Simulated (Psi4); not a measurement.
# AlHSCl2 (SMILES [SH][Al]([Cl])[Cl]), step by step

We compute a series of 9 runs (PBE0-D4/def2-TZVP, PBE-D4/def2-TZVPP, r2SCAN-D4/def2-TZVPP, B3LYP-D4/def2-TZVPP, PBE0-D4/def2-TZVPP, wB97M-V/def2-TZVPP, CCSD(T)/def2-TZVPP, MP2/def2-QZVPP) of AlHSCl2. 

The results are computed with Psi4 1.11.

**1. The system as given**

The species is AlHSCl2 (5 atoms), meant as a singlet with charge 0. SMILES: `[SH][Al]([Cl])[Cl]`. The run starts from this shape.

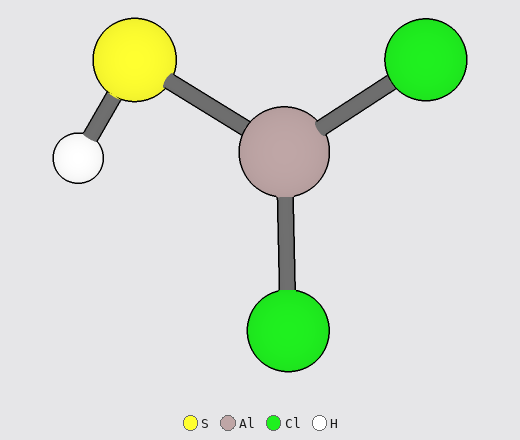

Viewed from a chosen angle; sulfur yellow, aluminium light grey, chlorine green, hydrogen white.

**2. A geometry optimisation at PBE0-D4/def2-TZVP (density fitting) (run 2)**

Contents of calc.in:

```
memory 3.3 GB

molecule {
  0 1
  S     -0.453150     1.544110    -0.530830
  Al     0.231310    -0.455860    -0.098580
  Cl     1.252440    -0.882400     1.662680
  Cl    -0.140080    -1.969060    -1.471370
  H      0.044530     2.017000     0.626320
  units angstrom
  symmetry c1
}

set {
  scf_type                df
  geom_maxiter            50
  max_force_g_convergence 0.0002
}

optimize('pbe0-d4/def2-TZVP')
print_variables()
```

Launch:

```
psi4 -n 2 calc.in calc.out
```

calc.out:

```text
[...]
  Running in c1 symmetry.
[...]
  Nuclear repulsion =  298.185210623455987
[...]
  Multiplicity = 1
[...]
  Nalpha       = 32
  Nbeta        = 32
[...]
    Number of basis functions: 154
[...]
   @DF-RKS iter   1: -1561.20497000528189   -1.94199e-01   3.94632e-03 DIIS/ADIIS
[...]
   @DF-RKS iter  10: -1561.31458698368851   -9.11768e-11   9.45930e-09 DIIS
[...]
  @DF-RKS Final Energy: -1561.31458698368851
   => Energetics <=
    Nuclear Repulsion Energy =            298.1852106234559869
    One-Electron Energy =               -2753.8670287878871932
    Two-Electron Energy =                 970.4914583705510722
    DFT Exchange-Correlation Energy =     -76.1190374233727880
    Empirical Dispersion Energy =          -0.0051897664355967
    VV10 Nonlocal Energy =                  0.0000000000000000
    Total Energy =                      -1561.3145869836885140
[...]
  -Total Gradient:
     Atom            X                  Y                   Z
    ------   -----------------  -----------------  -----------------
       1        0.000011338486    -0.000003186516    -0.000003805183
       2       -0.000058522822     0.000172910686     0.000039236994
       3        0.000035709983     0.000044257179     0.000060450915
       4        0.000016332665    -0.000012851074     0.000003197924
       5        0.000001275183     0.000029012273     0.000014346572
[...]
```

Standard output:

```text
Optimizer: Optimization complete!
```

It took 12 s on 2 threads of Intel Xeon Platinum 8259CL at 2.50GHz (Skylake/Cascade Lake), shared host; peak memory 0.68 GiB.

**3. Vibrational wavenumbers at PBE0-D4/def2-TZVP (density fitting) (run 3)**

Contents of alcl2hs.dat:

```
memory 3300 MB

molecule system {
  0 1
  S     -0.453150     1.544110    -0.530830
  Al     0.231310    -0.455860    -0.098580
  Cl     1.252440    -0.882400     1.662680
  Cl    -0.140080    -1.969060    -1.471370
  H      0.044530     2.017000     0.626320
  symmetry c1
}

set basis def2-TZVP
set reference rks
set scf_type df
set rotational_symmetry_number 1

frequency("pbe0-d4")
print_variables()
```

Launch:

```
psi4 alcl2hs.dat alcl2hs.out -n 2
```

alcl2hs.out:

```text
[...]
  Running in c1 symmetry.
[...]
  Nuclear repulsion =  298.185210623455987
[...]
  Multiplicity = 1
[...]
  Nalpha       = 32
  Nbeta        = 32
[...]
    Number of basis functions: 154
[...]
   @DF-RKS iter   1: -1561.20497000402497   -1.94199e-01   3.94632e-03 DIIS/ADIIS
[...]
   @DF-RKS iter  10: -1561.31458466898675   -8.91305e-11   9.44190e-09 DIIS
[...]
  @DF-RKS Final Energy: -1561.31458466898675
   => Energetics <=
    Nuclear Repulsion Energy =            298.1986293843283420
    One-Electron Energy =               -2753.8932670780859553
    Two-Electron Energy =                 970.5048079760445034
    DFT Exchange-Correlation Energy =     -76.1195652287582618
    Empirical Dispersion Energy =          -0.0051897225152322
    VV10 Nonlocal Energy =                  0.0000000000000000
    Total Energy =                      -1561.3145846689867540
[...]
  -Total Gradient:
     Atom            X                  Y                   Z
    ------   -----------------  -----------------  -----------------
       1        0.000429860916     0.000398791673     0.000982070657
       2       -0.000064079695     0.000171007675     0.000028376679
       3        0.000037094499     0.000037460455     0.000064604768
       4        0.000023541400    -0.000005005988     0.000015465367
       5       -0.000417758961    -0.000372145651    -0.000971968698
[...]
  ==> Harmonic Vibrational Analysis <==
[...]
  Freq [cm^-1]                 122.9383            170.0310            195.0747
[...]
  IR activ [km/mol]             4.8192             10.3039             24.8883
[...]
  Freq [cm^-1]                 268.9656            375.7024            584.4941
[...]
  IR activ [km/mol]            12.8586              0.6831             101.0813
[...]
  Freq [cm^-1]                 608.2373            692.4971           2704.6216
[...]
```

On the terminal:

```text
Warning: used thermodynamics relations inappropriate for low-frequency modes: ['122.9383' '170.0310' '195.0747' '268.9656' '375.7024' '584.4941'
 '608.2373']
```

Run time: 2.7 min. Hardware: 2 threads of Intel Xeon Platinum 8259CL at 2.50GHz (Skylake/Cascade Lake), shared host; peak memory 0.78 GiB.

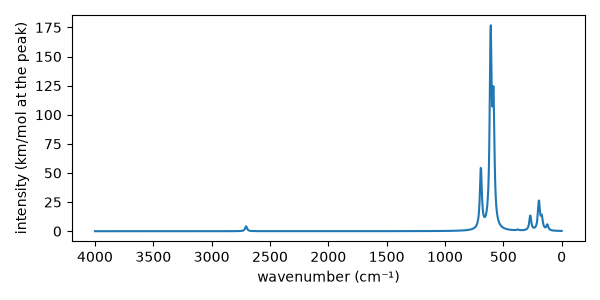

Harmonic infrared spectrum, unscaled, lines broadened by 10 cm⁻¹.

Runs 4 to 9 aren't shown in full; the table further down has their settings and results.

**4. The energy at MP2/def2-QZVPP (density fitting, density fitting for correlation) (run 10)**

Contents of job.inp:

```
memory 3.3 GB

molecule {
  0 1
  S     -0.453150     1.544110    -0.530830
  Al     0.231310    -0.455860    -0.098580
  Cl     1.252440    -0.882400     1.662680
  Cl    -0.140080    -1.969060    -1.471370
  H      0.044530     2.017000     0.626320
  units angstrom
  symmetry c1
}

set basis def2-QZVPP
set reference rhf
set scf_type df
set num_frozen_docc 20

energy_value, wavefunction = energy("mp2", return_wfn=True)
```

Launch:

```
psi4 -n 2 job.inp job.out
```

job.out:

```text
[...]
  Running in c1 symmetry.
[...]
  Nuclear repulsion =  298.185210623455987
[...]
  Multiplicity = 1
[...]
  Nalpha       = 32
  Nbeta        = 32
[...]
    Number of basis functions: 310
[...]
   @DF-RHF iter   1: -1559.26896487494605   -5.37383e-01   1.32588e-03 ADIIS/DIIS
[...]
   @DF-RHF iter  11: -1559.32532058190191   -2.29647e-11   3.36680e-09 DIIS
[...]
  @DF-RHF Final Energy: -1559.32532058190191
   => Energetics <=
    Nuclear Repulsion Energy =            298.1852106234559869
    One-Electron Energy =               -2753.1813018643078976
    Two-Electron Energy =                 895.6707706589498912
    Total Energy =                      -1559.3253205819019058
[...]
 Multipole Moments:
 ------------------------------------------------------------------------------------
     Multipole            Electronic (a.u.)      Nuclear  (a.u.)        Total (a.u.)
 ------------------------------------------------------------------------------------
 L = 1.  Multiply by 2.5417464519 to convert [e a0] to [Debye]
 Dipole X            :          0.8143990           -0.7789935            0.0354055
 Dipole Y            :         -3.7834156            4.1274383            0.3440227
 Dipole Z            :         -0.0990272            0.3193846            0.2203574
 Magnitude           :                                                    0.4100763
[...]
```

Run time: 9.3 s. Hardware: 2 threads of Intel Xeon Platinum 8259CL at 2.50GHz (Skylake/Cascade Lake), shared host; peak memory 0.86 GiB.

**5. Overview of the runs**

| run | level | task | geom maxiter | energy (Eh) | dipole moment (D) | HOMO energy (eV) | LUMO energy (eV) | wall time |
| --- | --- | --- | --- | --- | --- | --- | --- | --- |
| 2 | PBE0-D4/def2-TZVP (density fitting) | optimise | 50 | -1561.314587 | 1.06 | -8.26 | -1.02 | 12 s |
| 3 | PBE0-D4/def2-TZVP (density fitting) | frequencies | – | -1561.314587 | 1.06 | – | – | 2.7 min |
| 4 | PBE-D4/def2-TZVPP (density fitting) | energy | – | -1561.184587 | 1.03 | -7.03 | -1.85 | 11 s |
| 5 | r2SCAN-D4/def2-TZVPP (density fitting) | energy | – | -1561.756236 | 1.05 | -7.33 | -1.43 | 28 s |
| 6 | B3LYP-D4/def2-TZVPP (density fitting) | energy | – | -1561.941927 | 1.03 | -7.98 | -1.27 | 11 s |
| 7 | PBE0-D4/def2-TZVPP (density fitting) | properties | – | -1561.315413 | 1.05 | -8.26 | -1.01 | 12 s |
| 8 | wB97M-V/def2-TZVPP (density fitting) | energy | – | -1561.787370 | 1.00 | -10.50 | 0.69 | 32 s |
| 9 | CCSD(T)/def2-TZVPP (density fitting, density fitting for correlation) | energy | – | -1559.982803 | – | -11.03 | 1.99 | 2.5 min |
| 10 | MP2/def2-QZVPP (density fitting, density fitting for correlation) | energy | – | -1560.006240 | – | -11.05 | 1.54 | 9.3 s |

**6. Summary of results**

| quantity | value |
| --- | --- |
| run 10, MP2/def2-QZVPP: total energy | -1560.00624 Eh |
| run 10, MP2/def2-QZVPP: HOMO energy (Hartree–Fock orbitals) | -11.05 eV |
| run 10, MP2/def2-QZVPP: LUMO energy (Hartree–Fock orbitals) | 1.54 eV |
| run 10, MP2/def2-QZVPP: HOMO–LUMO gap (Hartree–Fock orbitals) | 12.59 eV |
| run 10, MP2/def2-QZVPP: correlation energy (20 core orbitals frozen) | -680.9 mEh |

What this shows: Over runs 2, 3, 4, 5, 6, 7, 8 the dipole moment (its size) runs from 1.00 D (wB97M-V/def2-TZVPP) to 1.06 D (PBE0-D4/def2-TZVP). The two ends differ in method and basis. Over runs 2, 4, 5, 6, 7, 8 the HOMO–LUMO gap runs from 5.18 eV (PBE-D4/def2-TZVPP) to 11.19 eV (wB97M-V/def2-TZVPP). Totals of different functionals can't be ranked against each other. All runs together took 7.2 min, the longest 2.7 min.
